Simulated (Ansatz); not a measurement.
# GeH3BrO: molecular dynamics

System: GeH3BrO.
Method: RKS PBE/def2-SVP (Ansatz 0.2.0).

The geometry comes from this level: PBE0-D4/def2-TZVP. Figures and captions count atoms from 1; the log counts them from 0 in places.

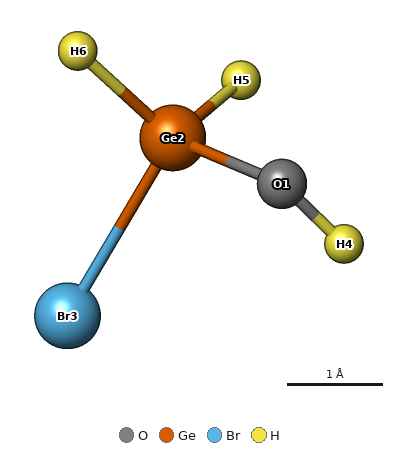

Figure 1. The structure as given in the input (ball-and-stick view, seen at a tilt; atoms are numbered from 1 in the order of the input). Sticks mark near contacts.

**Input file**
```yaml
crystal:
  periodic: [false, false, false]
  atoms:
    - {symbol: O, position_ang: [-0.529645, -1.324065, 0.112665]}
    - {symbol: Ge, position_ang: [0.367977, 0.196573, 0.141648]}
    - {symbol: Br, position_ang: [-1.112881, 1.955779, -0.082970]}
    - {symbol: H, position_ang: [-1.031331, -1.450786, -0.696477]}
    - {symbol: H, position_ang: [1.335884, 0.296042, -1.045173]}
    - {symbol: H, position_ang: [1.012097, 0.262456, 1.524007]}
basis:
  gaussian: {orbitals: def2-SVP}
hamiltonian: {xc: {name: PBE}}
md: {timestep: 0.5 fs, n_steps: 30, ensemble: nve, temperature: 500, initial_velocities: maxwell_boltzmann, seed: 739}
```

Launched with:
```bash
ansatz run in.yaml --threads 2 --pin off --events-out ev --progress --plain --max-ram 4352MiB
```

**Log**
```
Functional definition: PBE
  name "PBE"
  cite "Perdew, Burke & Ernzerhof, Phys. Rev. Lett. 77, 3865 (1996) doi:10.1103/PhysRevLett.77.3865"
  parent pbe
  parameter kappa = 0.804
  parameter beta = 0.06672455060314922
  exchange = pbe_x(kappa = kappa, mu = beta*pi^2/3)
  correlation = pbe_c(beta = beta)
1013 factors; their error is unknown
mean field evaluation 1: about -128617.8390 eV, gradient 5.8e1 eV
mean field evaluation 2: about -128558.8745 eV, gradient 1.7e2 eV
mean field evaluation 4: about -128623.2782 eV, gradient 1.2e1 eV
mean field evaluation 8: about -128623.4967 eV, gradient 1.8e-1 eV
mean field evaluation 16: about -128623.4066 eV, gradient 3.8e-5 eV
mean field -128623.40664655 eV, -4726.8230101844 hartree, gradient 3.8e-5 eV, S^2 0.000000; 0 other end points of the search recorded, 0 dependent functions left out
the calculation of the forces begins
reference -128623.40667697 eV, -4726.8230113022 hartree; 39, 39 occupied and 54, 54 virtual orbitals, 1013 factors
md step     0: t =     0.00 fs  T =   500.0 K  F+E_penalty+E_count = -128623.40664655 eV  E_kin = 0.258520 eV  conserved = -128623.14812655 eV  (25 SCF iters)
these checks for a lower state are left out or cut short: starts, cluster_reference, orbital_swaps, neighbouring_geometries, increment
1013 factors; their error is unknown
mean field -128623.40019056 eV, -4726.8227729312 hartree, gradient 3.9e-5 eV, S^2 0.000000; 0 other end points of the search recorded, 0 dependent functions left out
the calculation of the forces begins
reference -128623.40022100 eV, -4726.8227740497 hartree; 39, 39 occupied and 54, 54 virtual orbitals, 1013 factors
md step     1: t =     0.50 fs  T =   487.7 K  F+E_penalty+E_count = -128623.40019056 eV  E_kin = 0.252173 eV  conserved = -128623.14801784 eV  (25 SCF iters)
[... from here on the SCF iterations and repeated set-up lines of each step are left out, up to the last step ...]
md step     2: t =     1.00 fs  T =   476.1 K  F+E_penalty+E_count = -128623.39414137 eV  E_kin = 0.246170 eV  conserved = -128623.14797161 eV  (25 SCF iters)
md step     3: t =     1.50 fs  T =   466.5 K  F+E_penalty+E_count = -128623.38921154 eV  E_kin = 0.241192 eV  conserved = -128623.14801914 eV  (25 SCF iters)
md step     4: t =     2.00 fs  T =   457.5 K  F+E_penalty+E_count = -128623.38468721 eV  E_kin = 0.236555 eV  conserved = -128623.14813198 eV  (25 SCF iters)
md step     5: t =     2.50 fs  T =   446.0 K  F+E_penalty+E_count = -128623.37885378 eV  E_kin = 0.230612 eV  conserved = -128623.14824180 eV  (25 SCF iters)
md step     6: t =     3.00 fs  T =   428.9 K  F+E_penalty+E_count = -128623.37002474 eV  E_kin = 0.221738 eV  conserved = -128623.14828663 eV  (25 SCF iters)
md step     7: t =     3.50 fs  T =   404.7 K  F+E_penalty+E_count = -128623.35749320 eV  E_kin = 0.209248 eV  conserved = -128623.14824495 eV  (25 SCF iters)
md step     8: t =     4.00 fs  T =   374.7 K  F+E_penalty+E_count = -128623.34188735 eV  E_kin = 0.193750 eV  conserved = -128623.14813746 eV  (25 SCF iters)
md step     9: t =     4.50 fs  T =   342.1 K  F+E_penalty+E_count = -128623.32487043 eV  E_kin = 0.176862 eV  conserved = -128623.14800842 eV  (25 SCF iters)
md step    10: t =     5.00 fs  T =   310.5 K  F+E_penalty+E_count = -128623.30845996 eV  E_kin = 0.160556 eV  conserved = -128623.14790348 eV  (25 SCF iters)
md step    11: t =     5.50 fs  T =   283.3 K  F+E_penalty+E_count = -128623.29431019 eV  E_kin = 0.146457 eV  conserved = -128623.14785334 eV  (25 SCF iters)
md step    12: t =     6.00 fs  T =   261.8 K  F+E_penalty+E_count = -128623.28320993 eV  E_kin = 0.135340 eV  conserved = -128623.14786988 eV  (25 SCF iters)
md step    13: t =     6.50 fs  T =   245.6 K  F+E_penalty+E_count = -128623.27490755 eV  E_kin = 0.126967 eV  conserved = -128623.14794056 eV  (25 SCF iters)
md step    14: t =     7.00 fs  T =   232.6 K  F+E_penalty+E_count = -128623.26831024 eV  E_kin = 0.120278 eV  conserved = -128623.14803265 eV  (25 SCF iters)
md step    15: t =     7.50 fs  T =   220.3 K  F+E_penalty+E_count = -128623.26200958 eV  E_kin = 0.113909 eV  conserved = -128623.14810072 eV  (25 SCF iters)
md step    16: t =     8.00 fs  T =   206.7 K  F+E_penalty+E_count = -128623.25499437 eV  E_kin = 0.106890 eV  conserved = -128623.14810395 eV  (25 SCF iters)
md step    17: t =     8.50 fs  T =   191.9 K  F+E_penalty+E_count = -128623.24726950 eV  E_kin = 0.099239 eV  conserved = -128623.14803030 eV  (25 SCF iters)
md step    18: t =     9.00 fs  T =   178.1 K  F+E_penalty+E_count = -128623.24001454 eV  E_kin = 0.092101 eV  conserved = -128623.14791322 eV  (25 SCF iters)
md step    19: t =     9.50 fs  T =   168.7 K  F+E_penalty+E_count = -128623.23504784 eV  E_kin = 0.087227 eV  conserved = -128623.14782129 eV  (26 SCF iters)
md step    20: t =    10.00 fs  T =   166.3 K  F+E_penalty+E_count = -128623.23377724 eV  E_kin = 0.085961 eV  conserved = -128623.14781634 eV  (25 SCF iters)
md step    21: t =    10.50 fs  T =   170.9 K  F+E_penalty+E_count = -128623.23627262 eV  E_kin = 0.088365 eV  conserved = -128623.14790771 eV  (25 SCF iters)
md step    22: t =    11.00 fs  T =   180.0 K  F+E_penalty+E_count = -128623.24112796 eV  E_kin = 0.093084 eV  conserved = -128623.14804385 eV  (25 SCF iters)
md step    23: t =    11.50 fs  T =   189.7 K  F+E_penalty+E_count = -128623.24623323 eV  E_kin = 0.098083 eV  conserved = -128623.14815043 eV  (25 SCF iters)
md step    24: t =    12.00 fs  T =   196.8 K  F+E_penalty+E_count = -128623.24991038 eV  E_kin = 0.101733 eV  conserved = -128623.14817697 eV  (25 SCF iters)
md step    25: t =    12.50 fs  T =   200.3 K  F+E_penalty+E_count = -128623.25169917 eV  E_kin = 0.103579 eV  conserved = -128623.14812053 eV  (25 SCF iters)
md step    26: t =    13.00 fs  T =   201.9 K  F+E_penalty+E_count = -128623.25243145 eV  E_kin = 0.104416 eV  conserved = -128623.14801565 eV  (25 SCF iters)
md step    27: t =    13.50 fs  T =   204.6 K  F+E_penalty+E_count = -128623.25371571 eV  E_kin = 0.105805 eV  conserved = -128623.14791059 eV  (25 SCF iters)
md step    28: t =    14.00 fs  T =   211.5 K  F+E_penalty+E_count = -128623.25718592 eV  E_kin = 0.109339 eV  conserved = -128623.14784679 eV  (25 SCF iters)
md step    29: t =    14.50 fs  T =   224.3 K  F+E_penalty+E_count = -128623.26384063 eV  E_kin = 0.115993 eV  conserved = -128623.14784745 eV  (25 SCF iters)
these checks for a lower state are left out or cut short: starts, cluster_reference, orbital_swaps, neighbouring_geometries, increment
1013 factors; their error is unknown
mean field -128623.27366570 eV, -4726.8181232284 hartree, gradient 3.9e-5 eV, S^2 0.000000; 0 other end points of the search recorded, 0 dependent functions left out
the calculation of the forces begins
reference -128623.27369646 eV, -4726.8181243587 hartree; 39, 39 occupied and 54, 54 virtual orbitals, 1013 factors
1013 factors; their error is unknown
mean field evaluation 192: about -128623.1452 eV, gradient 1.1e1 eV
mean field -128623.27366570 eV, -4726.8181232284 hartree, gradient 3.9e-5 eV, S^2 0.000000; 1 other end points of the search recorded, 0 dependent functions left out
the calculation of the forces begins
reference -128623.27369646 eV, -4726.8181243587 hartree; 39, 39 occupied and 54, 54 virtual orbitals, 1013 factors
md step    30: t =    15.00 fs  T =   243.2 K  F+E_penalty+E_count = -128623.27366570 eV  E_kin = 0.125752 eV  conserved = -128623.14791368 eV  (26 SCF iters)
```

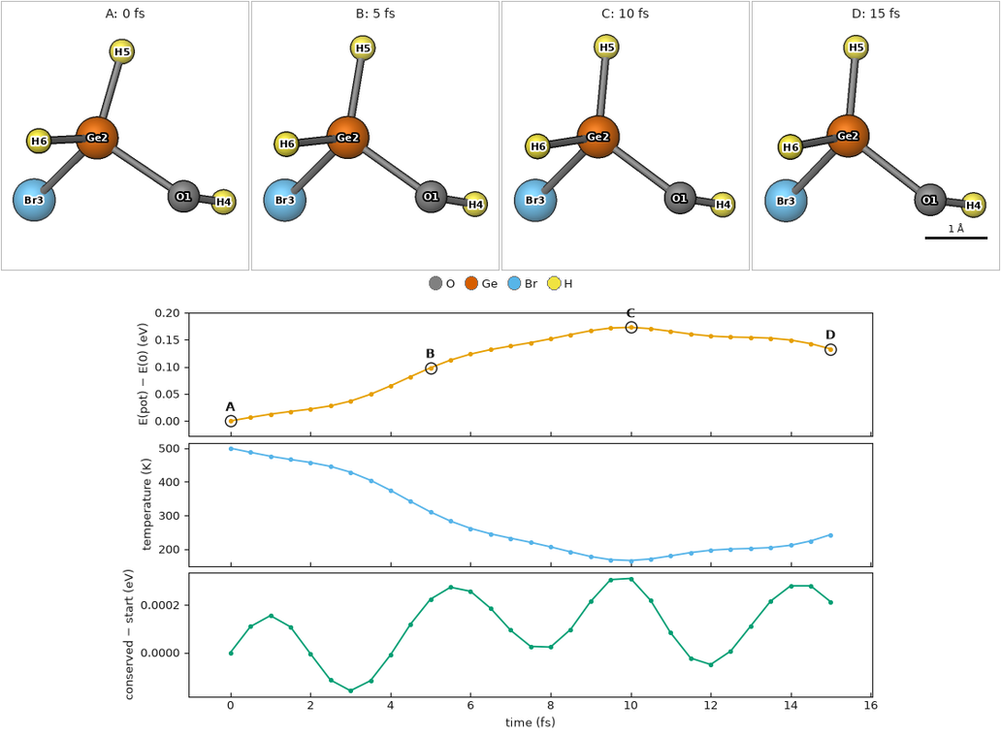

Figure 2. Frames of the molecular dynamics (ball-and-stick, seen at a tilt) above the curves, on which the letters mark them. The trajectory kept here has 31 frames over 15 fs. The temperature starts at 500 K, ranges from 166 to 500 K and averages 197 K over the second half. The potential energy ends 0.133 eV above its first value. The conserved quantity stays within 0.00047 eV. After an unweighted best fit of the last frame on the first, the root-mean-square displacement is 0.10 Å, and H5 has moved furthest (0.17 Å).

```
Total energy: -128623.27369646 eV, -4726.8181243587 hartree
Atom 0 at    -0.604539    -1.235076     0.124137 Å, force    -0.763818    -1.491357    -0.927031 eV/Å
Atom 1 at     0.394864     0.190086     0.136572 Å, force    -0.034549     1.321378     0.525424 eV/Å
Atom 2 at    -1.121404     1.940636    -0.082535 Å, force    -0.165639     0.365150    -0.067632 eV/Å
Atom 3 at    -1.103092    -1.403833    -0.717760 Å, force     0.439480     0.222663     0.667794 eV/Å
Atom 4 at     1.436951     0.532407    -0.921418 Å, force     0.296310    -0.338471    -0.459712 eV/Å
Atom 5 at     0.909832     0.234487     1.570695 Å, force     0.228216    -0.079363     0.261157 eV/Å
Dipole moment:     0.242020    -0.272959    -0.259101 e Å
```

**Trajectory as extended XYZ (Å, eV, eV/Å), 16 of the 31 frames kept, from step=0 to step=30**
```
6
Properties=species:S:1:pos:R:3:forces:R:3 step=0 time_fs=0.0 energy=-128623.40665 temperature=500.0
O    -0.5296   -1.3241    0.1127    0.1238  -0.4710   0.6953
Ge    0.3680    0.1966    0.1416    0.1557   0.2060  -0.0625
Br   -1.1129    1.9558   -0.0830   -0.2165   0.3226  -0.0280
H    -1.0313   -1.4508   -0.6965   -0.3740  -0.0756  -0.6343
H     1.3359    0.2960   -1.0452    0.2065   0.0373  -0.2037
H     1.0121    0.2625    1.5240    0.1046  -0.0194   0.2333
6
Properties=species:S:1:pos:R:3:forces:R:3 step=2 time_fs=1.0 energy=-128623.39414 temperature=476.1
O    -0.5322   -1.3116    0.1130    0.1991  -0.6594   0.9282
Ge    0.3690    0.1947    0.1411    0.3208   0.5284   0.0300
Br   -1.1132    1.9545   -0.0829   -0.2328   0.3324  -0.0304
H    -1.0334   -1.4524   -0.6871   -0.5335  -0.1160  -0.8958
H     1.3447    0.3322   -1.0397    0.1721  -0.0349  -0.1633
H     1.0029    0.2694    1.5345    0.0743  -0.0504   0.1313
6
Properties=species:S:1:pos:R:3:forces:R:3 step=4 time_fs=2.0 energy=-128623.38469 temperature=457.5
O    -0.5347   -1.2995    0.1140   -0.0336  -0.9452   0.6914
Ge    0.3700    0.1929    0.1406    0.5271   0.8630   0.1023
Br   -1.1136    1.9532   -0.0828   -0.2484   0.3429  -0.0330
H    -1.0404   -1.4550   -0.6860   -0.3914  -0.0672  -0.6826
H     1.3552    0.3681   -1.0357    0.1084  -0.1117  -0.0875
H     0.9944    0.2758    1.5461    0.0379  -0.0819   0.0095
6
Properties=species:S:1:pos:R:3:forces:R:3 step=6 time_fs=3.0 energy=-128623.37002 temperature=428.9
O    -0.5372   -1.2880    0.1153   -0.4771  -1.3089   0.1414
Ge    0.3711    0.1912    0.1401    0.7504   1.1989   0.1519
Br   -1.1140    1.9519   -0.0828   -0.2626   0.3537  -0.0358
H    -1.0510   -1.4583   -0.6912   -0.0422   0.0597  -0.1521
H     1.3667    0.4029   -1.0325    0.0276  -0.1915   0.0065
H     0.9862    0.2815    1.5579    0.0040  -0.1119  -0.1119
6
Properties=species:S:1:pos:R:3:forces:R:3 step=8 time_fs=4.0 energy=-128623.34189 temperature=374.7
O    -0.5400   -1.2773    0.1167   -0.9210  -1.6711  -0.4068
Ge    0.3723    0.1897    0.1397    0.9629   1.5177   0.1834
Br   -1.1144    1.9508   -0.0827   -0.2746   0.3636  -0.0388
H    -1.0620   -1.4610   -0.6979    0.3098   0.1999   0.3772
H     1.3784    0.4358   -1.0293   -0.0562  -0.2715   0.1002
H     0.9781    0.2860    1.5686   -0.0210  -0.1385  -0.2152
6
Properties=species:S:1:pos:R:3:forces:R:3 step=10 time_fs=5.0 energy=-128623.30846 temperature=310.5
O    -0.5434   -1.2676    0.1179   -1.2020  -1.9513  -0.7237
Ge    0.3736    0.1883    0.1392    1.1389   1.7980   0.2040
Br   -1.1149    1.9496   -0.0827   -0.2836   0.3716  -0.0420
H    -1.0701   -1.4617   -0.7011    0.5097   0.2892   0.6720
H     1.3897    0.4662   -1.0252   -0.1302  -0.3476   0.1773
H     0.9698    0.2893    1.5773   -0.0328  -0.1598  -0.2876
6
Properties=species:S:1:pos:R:3:forces:R:3 step=12 time_fs=6.0 energy=-128623.28321 temperature=261.8
O    -0.5475   -1.2590    0.1187   -1.2480  -2.1008  -0.7185
Ge    0.3751    0.1872    0.1388    1.2583   2.0213   0.2199
Br   -1.1154    1.9485   -0.0826   -0.2892   0.3772  -0.0452
H    -1.0735   -1.4598   -0.6981    0.4926   0.2922   0.6392
H     1.3997    0.4932   -1.0193   -0.1842  -0.4151   0.2260
H     0.9612    0.2910    1.5833   -0.0296  -0.1747  -0.3214
6
Properties=species:S:1:pos:R:3:forces:R:3 step=14 time_fs=7.0 energy=-128623.26831 temperature=232.6
O    -0.5523   -1.2517    0.1190   -1.0564  -2.1066  -0.3964
Ge    0.3767    0.1864    0.1384    1.3087   2.1756   0.2339
Br   -1.1159    1.9474   -0.0826   -0.2912   0.3804  -0.0484
H    -1.0723   -1.4552   -0.6892    0.2615   0.2027   0.2841
H     1.4079    0.5163   -1.0113   -0.2116  -0.4695   0.2395
H     0.9523    0.2911    1.5862   -0.0111  -0.1825  -0.3127
6
Properties=species:S:1:pos:R:3:forces:R:3 step=16 time_fs=8.0 energy=-128623.25499 temperature=206.7
O    -0.5577   -1.2457    0.1191   -0.6995  -1.9982   0.1365
Ge    0.3785    0.1859    0.1381    1.2857   2.2574   0.2460
Br   -1.1165    1.9464   -0.0826   -0.2895   0.3818  -0.0515
H    -1.0687   -1.4486   -0.6777   -0.1097   0.0491  -0.2838
H     1.4142    0.5348   -1.0011   -0.2082  -0.5069   0.2149
H     0.9433    0.2894    1.5861    0.0212  -0.1832  -0.2621
6
Properties=species:S:1:pos:R:3:forces:R:3 step=18 time_fs=9.0 energy=-128623.24002 temperature=178.1
O    -0.5636   -1.2409    0.1193   -0.3484  -1.8559   0.6302
Ge    0.3805    0.1856    0.1377    1.1926   2.2705   0.2555
Br   -1.1171    1.9455   -0.0825   -0.2842   0.3825  -0.0545
H    -1.0661   -1.4415   -0.6689   -0.4512  -0.0953  -0.8098
H     1.4184    0.5486   -0.9888   -0.1729  -0.5242   0.1531
H     0.9346    0.2860    1.5835    0.0641  -0.1775  -0.1744
6
Properties=species:S:1:pos:R:3:forces:R:3 step=20 time_fs=10.0 energy=-128623.23378 temperature=166.3
O    -0.5697   -1.2372    0.1198   -0.2137  -1.7784   0.7696
Ge    0.3827    0.1857    0.1374    1.0390   2.2228   0.2637
Br   -1.1177    1.9445   -0.0825   -0.2754   0.3832  -0.0574
H    -1.0677   -1.4353   -0.6676   -0.5559  -0.1406  -0.9744
H     1.4210    0.5573   -0.9751   -0.1073  -0.5206   0.0583
H     0.9264    0.2809    1.5793    0.1132  -0.1664  -0.0597
6
Properties=species:S:1:pos:R:3:forces:R:3 step=22 time_fs=11.0 energy=-128623.24113 temperature=180.0
O    -0.5759   -1.2346    0.1208   -0.3674  -1.7990   0.4379
Ge    0.3849    0.1861    0.1372    0.8386   2.1219   0.2770
Br   -1.1184    1.9437   -0.0825   -0.2630   0.3840  -0.0601
H    -1.0744   -1.4304   -0.6753   -0.3532  -0.0579  -0.6590
H     1.4227    0.5611   -0.9608   -0.0173  -0.4974  -0.0610
H     0.9194    0.2742    1.5746    0.1623  -0.1516   0.0653
6
Properties=species:S:1:pos:R:3:forces:R:3 step=24 time_fs=12.0 energy=-128623.24991 temperature=196.8
O    -0.5823   -1.2331    0.1221   -0.6674  -1.8526  -0.1575
Ge    0.3873    0.1867    0.1370    0.6085   1.9736   0.3052
Br   -1.1191    1.9428   -0.0825   -0.2462   0.3839  -0.0626
H    -1.0844   -1.4260   -0.6892    0.0153   0.0896  -0.0732
H     1.4241    0.5601   -0.9471    0.0857  -0.4598  -0.1913
H     0.9138    0.2660    1.5704    0.2041  -0.1347   0.1795
6
Properties=species:S:1:pos:R:3:forces:R:3 step=26 time_fs=13.0 energy=-128623.25243 temperature=201.9
O    -0.5892   -1.2326    0.1232   -0.9042  -1.8460  -0.6987
Ge    0.3898    0.1876    0.1368    0.3700   1.7843   0.3570
Br   -1.1199    1.9421   -0.0825   -0.2245   0.3813  -0.0646
H    -1.0943   -1.4208   -0.7038    0.3418   0.2127   0.4607
H     1.4264    0.5547   -0.9352    0.1853  -0.4153  -0.3146
H     0.9103    0.2566    1.5680    0.2316  -0.1170   0.2602
6
Properties=species:S:1:pos:R:3:forces:R:3 step=28 time_fs=14.0 energy=-128623.25719 temperature=211.5
O    -0.5966   -1.2333    0.1240   -0.9483  -1.7270  -0.9793
Ge    0.3923    0.1887    0.1366    0.1478   1.5631   0.4336
Br   -1.1206    1.9413   -0.0825   -0.1976   0.3751  -0.0663
H    -1.1010   -1.4135   -0.7142    0.4963   0.2601   0.7325
H     1.4304    0.5453   -0.9264    0.2617  -0.3725  -0.4103
H     0.9089    0.2460    1.5680    0.2401  -0.0988   0.2898
6
Properties=species:S:1:pos:R:3:forces:R:3 step=30 time_fs=15.0 energy=-128623.27367 temperature=243.2
O    -0.6045   -1.2351    0.1241   -0.7638  -1.4914  -0.9270
Ge    0.3949    0.1901    0.1366   -0.0345   1.3214   0.5254
Br   -1.1214    1.9406   -0.0825   -0.1656   0.3651  -0.0676
H    -1.1031   -1.4038   -0.7178    0.4395   0.2227   0.6678
H     1.4370    0.5324   -0.9214    0.2963  -0.3385  -0.4597
H     0.9098    0.2345    1.5707    0.2282  -0.0794   0.2612
```

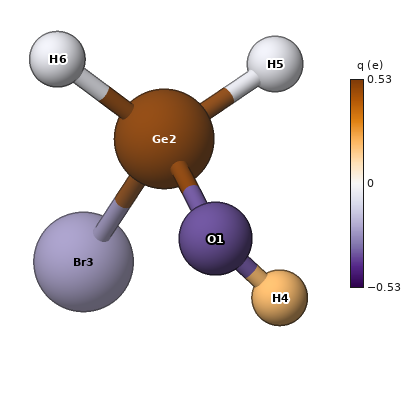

Figure 3. Mulliken charges, as the colour of each atom (ball-and-stick view, seen at a tilt; atoms are numbered from 1 in the order of the input). By element: O −0.36, Ge +0.51, Br −0.26 and H −0.05 to +0.20 e.

**Key numbers**

| quantity | value |
| --- | --- |
| outcome | finished |
| mean temperature over the second half | 197 K |
| trajectory | 30 steps, 15 fs |
| ensemble | nve |
| temperature in the input | 500 K |
| time step | 0.5 fs |
| potential energy (last step) | −128623.2737 eV |
| SCF solution under orbital rotations (last step) | stable |
| largest force (length of the vector) (last step) | 1.915 eV/Å |
| dipole moment (last step) | 2.15 D |
| hardware | 2 threads of AMD EPYC, 23 GiB of memory available, shared host |
| wall time | 14 s (CPU time 26 s) |
| peak memory | 0.15 GiB |

**Remarks**

So short a trajectory is not equilibrated.
